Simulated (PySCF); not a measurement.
## A study: C4H5FO2, SMILES `C/C(=C\F)C(=O)O`

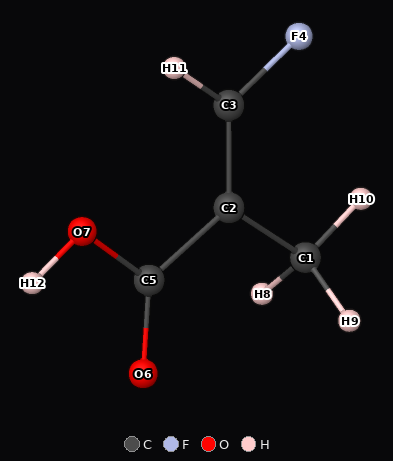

The molecule, with its atoms numbered as below. No frequency check shows the geometry to be a minimum.

Cartesian coordinates (Å):

```
C1       0.6202   -1.6993   -0.0007
C2       0.2664   -0.2470   -0.0003
C3       1.1542    0.7448    0.0005
F4       2.4711    0.5191    0.0002
C5      -1.1803    0.0685   -0.0001
O6      -2.0530   -0.7604    0.0008
O7      -1.4458    1.3856   -0.0007
H8       0.1906   -2.1805   -0.8767
H9       0.1908   -2.1803    0.8772
H10      1.6975   -1.8341   -0.0008
H11      0.9158    1.7975    0.0017
H12     -2.4070    1.5214   -0.0003
```

Part 1: Bonding charge

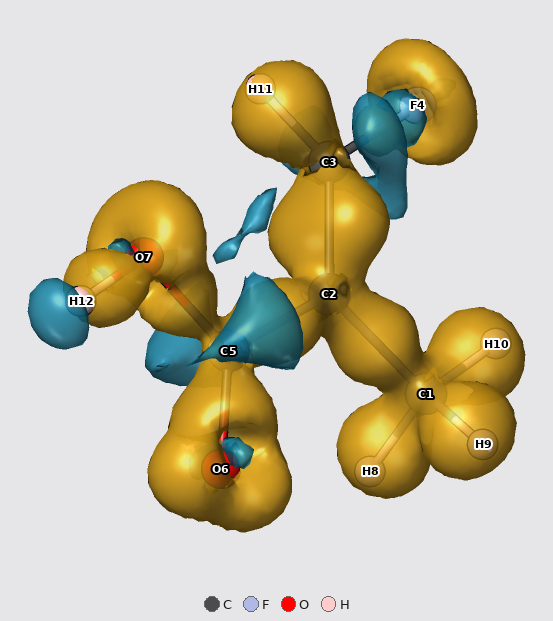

Deformation density (molecule less spherical, spin-averaged free atoms at the same positions), surfaces at ±0.15 e/Å³; yellow: gain, teal: loss.

Computed with PySCF, HF/def2-SVPD, geometry: GFN2-xTB.

Q: How much density has each bond gained at its critical point, relative to the free atoms?

A: The five largest and four smallest: C2–C3: +0.84 e/Å³ at the bond critical point (bond length 1.33 Å). C3–H11: +0.84 e/Å³ at the bond critical point (bond length 1.08 Å). C5–O6: +0.81 e/Å³ at the bond critical point (bond length 1.20 Å). C1–H10: +0.71 e/Å³ at the bond critical point (bond length 1.09 Å). C1–H8 and C1–H9: +0.69 e/Å³ at the bond critical point (bond length 1.09 Å). O7–H12: +0.64 e/Å³ at the bond critical point (bond length 0.97 Å). C1–C2: +0.55 e/Å³ at the bond critical point (bond length 1.50 Å). C5–O7: +0.33 e/Å³ at the bond critical point (bond length 1.34 Å). C3–F4: +0.02 e/Å³ at the bond critical point (bond length 1.34 Å); up to 0.6 Å beside the axis the gain reaches +0.32 e/Å³. In all, 3.1 electrons gather in the regions of gain relative to the promolecule. A small or negative value marks a very polar bond, one between electron-rich atoms, whose free-atom densities already overlap strongly, a long bond to a heavier atom, or a closed-shell contact such as a hydrogen bond.

Q: Where do the Hirshfeld charges lie?

A: The highest Hirshfeld charge is on C5 (+0.26 e), the lowest on O6 (−0.34 e).

```tsv
atom	charge (e)
C1	−0.09
C2	−0.04
C3	+0.10
F4	−0.12
C5	+0.26
O6	−0.34
O7	−0.22
H8	+0.05
H9	+0.05
H10	+0.05
H11	+0.08
H12	+0.21
```

Part 2: Bond critical points

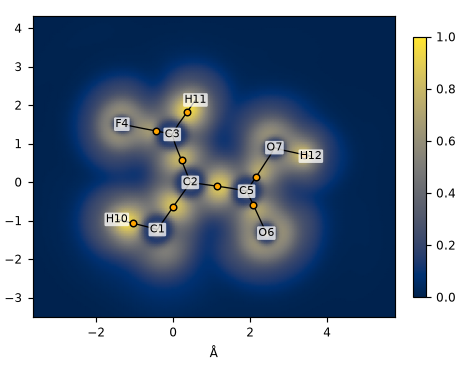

Localised orbital locator (LOL) in a plane through 10 of the atoms, with bond paths and bond critical points (dots).

Q: What values does LOL take at the bond critical points in this plane?

A: C3–H11: about 0.94; O7–H12: about 0.90; C1–H10: about 0.89; C2–C5: about 0.86; C1–C2: about 0.84; C2–C3: about 0.78; C5–O7: about 0.48; C5–O6: about 0.46; C3–F4: about 0.38. Values above 0.5 mark slow, localised electrons, as in shared pairs; low values at a critical point mark a polar or closed-shell contact whose critical point lies between the shells.

Q: Where along O7–H12 does the critical point lie?

A: 0.80 Å from O7 and 0.18 Å from H12.

Part 3: Local ionisation energy

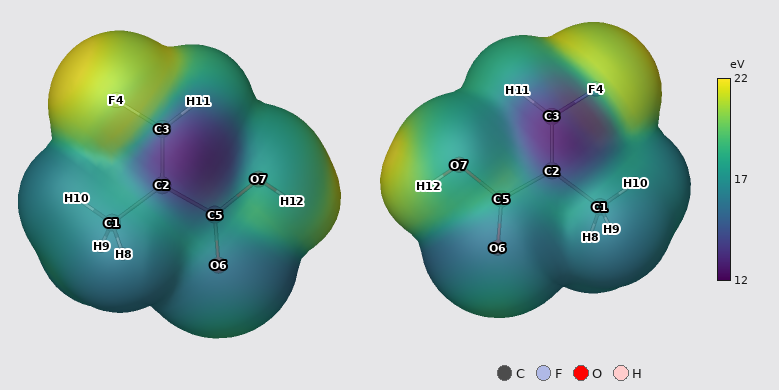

Average local ionisation energy on the surface of electron density 0.001 a.u. (back view left, front view right).

Q: Where are the most loosely bound electrons on this surface?

A: The lowest value is 12.3 eV, off the C2–C3 bond (2.2 to 2.3 Å from its atoms), and at like points elsewhere. Further minima include 15.5 eV, near H12 (1.79 Å) and O6 (1.86 Å); 15.8 eV, 1.3 Å from H9, and at like points elsewhere; 16.3 eV, 1.3 Å from H10. For comparison, the highest occupied orbital lies at −10.7 eV.

Q: What volume does the surface enclose, and what is the dipole moment?

A: About 118 Å³; the dipole moment is 1.7 D.

Part 4: Excited states

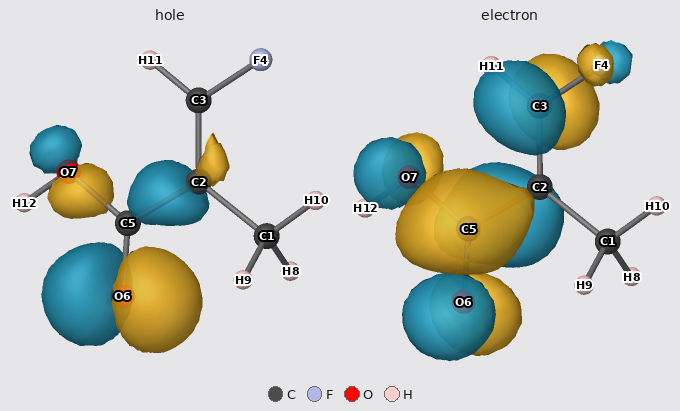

Leading natural transition orbital pair of S₁ (TDHF singlet states); the surfaces enclose about 85 % of each orbital's density.

Level of theory: HF/6-31+G* (PySCF), at a geometry from GFN2-xTB.

Q: What kind of excitation is it, and where does it lie?

A: 6.46 eV (192 nm), f = 0.000 (very weak), n → π*; the leading pair carries 99 %; hole on O6 (70 %), C5 (11 %) and O7 (8 %), electron on C5 (39 %), O6 (27 %) and C3 (11 %); their centroids lie 0.9 Å apart. The HOMO–LUMO gap is 12.41 eV.

Part 5: Stretching a bond

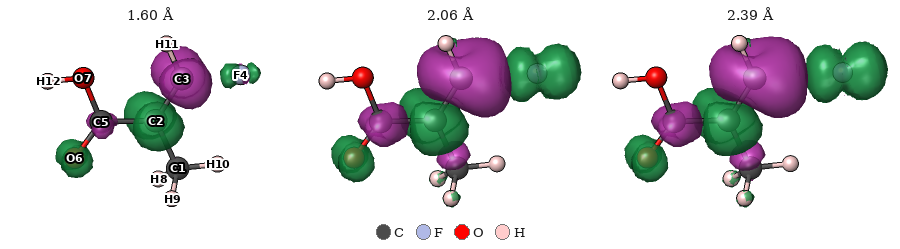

Rigid stretch of the C3–F4 bond. Broken-symmetry UHF spin density at ±0.03 e/Å³ (green: α, purple: β).

PySCF calculation, 6-31G* basis, gas phase; geometry: GFN2-xTB.

UHF's ⟨S²⟩ passes 1 along the scan (up to 1.30), so it also polarises electrons outside the stretched bond; its energy lowering isn't due to that bond alone.

Q: How does the broken-symmetry solution share the spin, and how far is it from a pure singlet?

A: At 2.39 Å excess α spin lies mostly on F4 and excess β on C3; the two could be swapped at no cost. ⟨S²⟩ is 0.08 at 1.60 Å, 0.98 at 2.06 Å and 1.21 at 2.39 Å, against 0 for a pure singlet and 1 for an equal mix of singlet and triplet.

Q: Where does the UHF solution part from RHF?

A: Between 1.33 Å (⟨S²⟩ = 0, the two coincide) and 1.46 Å (⟨S²⟩ = 0.04); at 3.72 Å ⟨S²⟩ is 1.30 and UHF lies 6.1 eV below RHF.

Q: How much energy does the stretch cost?

A: By CASSCF, 4.5 eV from the lowest point of the scan (1.33 Å) to 3.72 Å; RHF gives 9.6 eV from its own lowest point. The fragments aren't relaxed and dynamic correlation is missing, so this isn't a bond dissociation energy.
